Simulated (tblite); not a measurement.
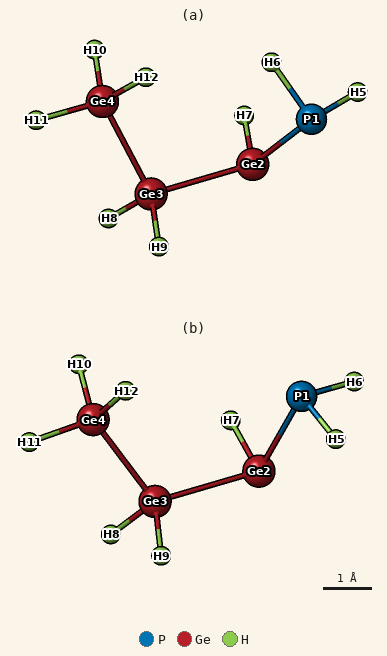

The structure of Ge3PH8 (multiplicity 2) before (top) and after (bottom) a relaxation, at one scale.

The picture is a ball-and-stick view, seen at a tilt.

All numbers below come from GFN2-xTB geometry optimisation, gas phase in tblite. 

### What changed between the two?

The largest move after the best rigid fit is that of H6, 2.11 Å. Largest moves by element: H 2.11 Å, P 0.86 Å, Ge 0.24 Å. Some distances before and after: Ge2–Ge3 2.382 → 2.484 Å, P1–H6 1.462 → 1.387 Å, P1–H5 1.440 → 1.389 Å, Ge4–H11 1.555 → 1.506 Å. Bond angles that change, for instance: P1–Ge2–H7 109.2° → 95.4°, Ge3–Ge2–H7 109.7° → 96.0°, H8–Ge3–H9 109.8° → 98.5°. Groups turn about P1–Ge2 by about 115°. Over 139 geometry steps the energy falls by 13.3 kcal/mol. The run took 1 s on 1 thread of Arm Neoverse V1 (shared host).
